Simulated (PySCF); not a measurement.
# C6H6, SMILES `c1ccccc1`: electronic structure

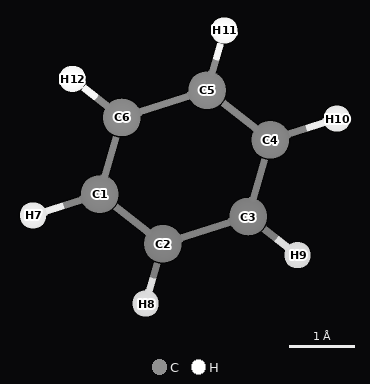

The molecule, with its atoms numbered as below. No frequency check shows the geometry to be a minimum.

Cartesian coordinates (Å):

```
C1       1.3374    0.3584    0.0000
C2       0.3583    1.3374    0.0000
C3      -0.9791    0.9790    0.0000
C4      -1.3374   -0.3584    0.0000
C5      -0.3583   -1.3374    0.0000
C6       0.9791   -0.9790    0.0000
H7       2.3811    0.6381    0.0000
H8       0.6379    2.3811    0.0000
H9      -1.7431    1.7430    0.0000
H10     -2.3811   -0.6381    0.0000
H11     -0.6380   -2.3811    0.0000
H12      1.7432   -1.7430    0.0000
```

## 1. In an electric field

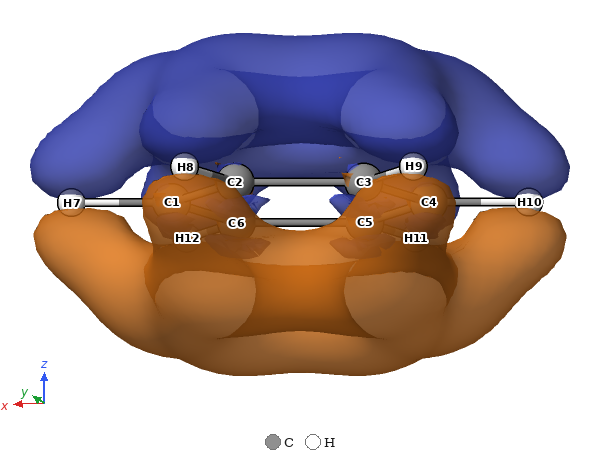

Change of the electron density in a uniform field of 0.51 V/Å, surfaces at ±0.002 e/Å³ (orange: gain, blue: loss).

PySCF calculation, PBE0/6-311+G**, gas phase; geometry: GFN2-xTB. The basis has diffuse s and p functions alone, which still leaves polarisabilities too small, most of all across bonds.

> Along which Cartesian direction does the field point?

Along +z: electrons gather on the −z side, against the field.

> How large is the response?

The induced dipole is 1.03 D (along the field); α along this axis, from the fields in both directions, is 41 bohr³ (6.0 Å³).

> Which atoms gain and lose the most charge?

Hardly any: no atom's Hirshfeld charge changes by as much as 0.002 e. The density shifts from one side of each atom to the other; 0.100 electrons are displaced in all.

## 2. Localised orbitals

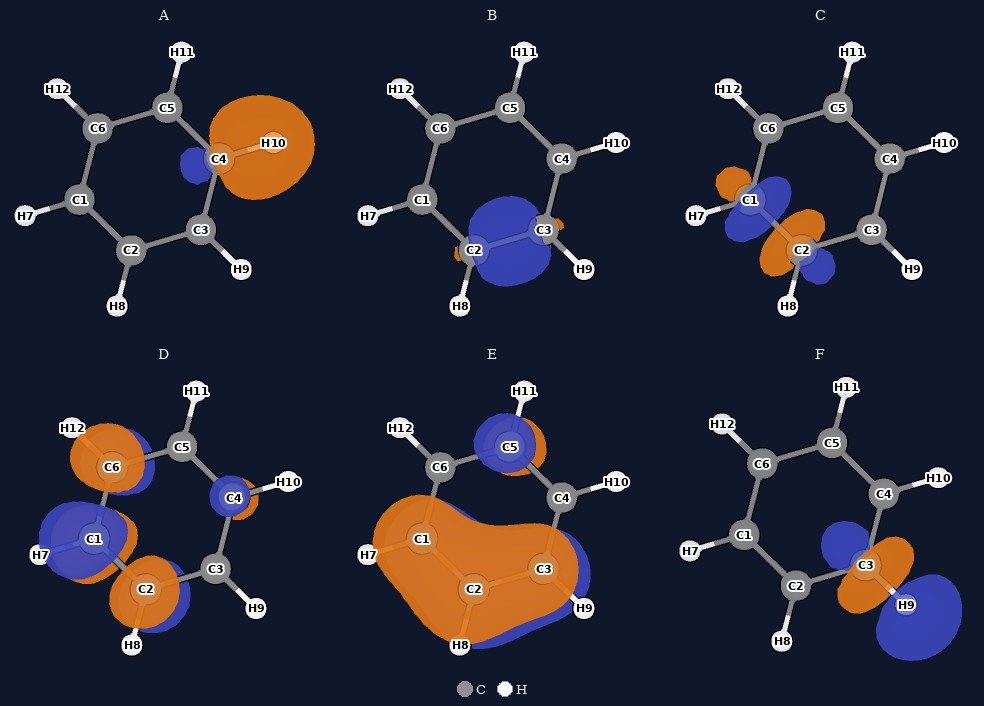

Intrinsic bond orbitals (IBO), occupied and valence-virtual; each surface holds about 80 % of the orbital's density. Energies are diagonal elements of the Fock matrix.

PySCF calculation, B3LYP/def2-SVPD, gas phase; geometry: GFN2-xTB.

> What does each orbital represent in a Lewis picture?

By panel:
- A: σ bond C4–H10 (C4 57 %, H10 42 %; −13.4 eV)
- B: σ bond C2–C3 (C2 50 %, C3 50 %; −16.3 eV)
- C: σ* orbital C2–C1 (C2 50 %, C1 50 %; 15.2 eV)
- D: delocalised π* orbital mainly over C1, C6 and C2 (C1 50 %, C6 22 %, C2 22 %; 2.1 eV)
- E: delocalised π orbital mainly over C2, C3 and C1 (C2 50 %, C3 22 %, C1 22 %; −8.2 eV)
- F: σ* orbital H9–C3 (H9 57 %, C3 42 %; 10.2 eV)

## 3. Stretching a bond

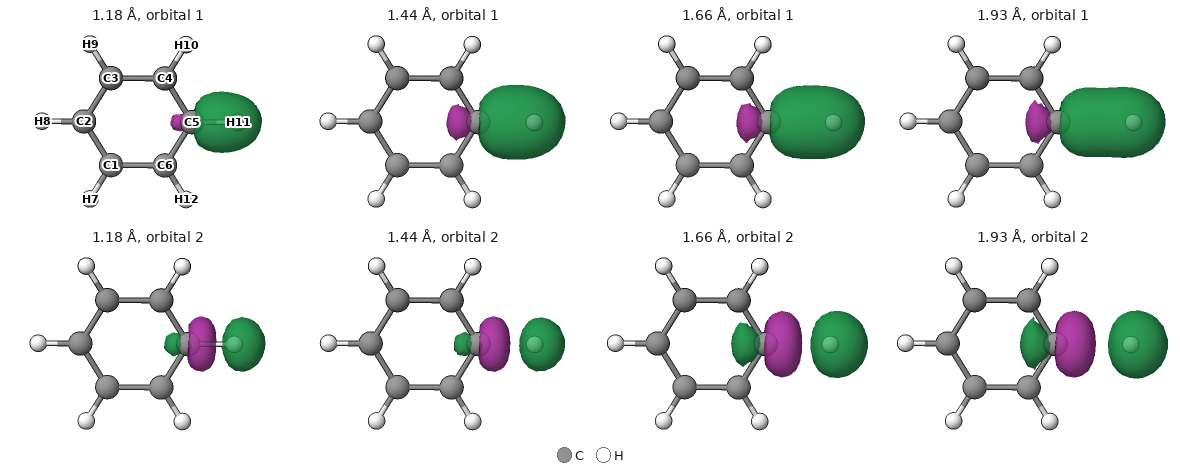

Rigid stretch of the C5–H11 bond. The two CASSCF(2,2) natural orbitals nearest half filling (orbital 1 the more occupied).

PySCF calculation, 6-31G* basis, gas phase; geometry: GFN2-xTB.

> How do the occupations change along the stretch?

1.18 Å: 1.98 and 0.02; 1.44 Å: 1.95 and 0.05; 1.66 Å: 1.90 and 0.10; 1.93 Å: 1.82 and 0.18. At the longest distance computed (3.00 Å) they are 1.27 and 0.73, and the effective number of unpaired electrons is 1.7.

UHF's ⟨S²⟩ passes 1 along the scan (up to 1.60), so it also polarises electrons outside the stretched bond; its energy lowering isn't due to that bond alone.

UHF already breaks spin symmetry near equilibrium here (⟨S²⟩ = 0.41 at 1.07 Å), for reasons apart from this bond.

> How much energy does the stretch cost?

By CASSCF, 4.6 eV from the lowest point of the scan (1.07 Å) to 3.00 Å; RHF gives 7.9 eV from its own lowest point. The fragments aren't relaxed and dynamic correlation is missing, so this isn't a bond dissociation energy.

The PySCF runs shown took 22 s, 8.4 s and 2.2 min on 1 thread of AMD EPYC 9R45 96-Core Processor (Zen 5) (shared host).
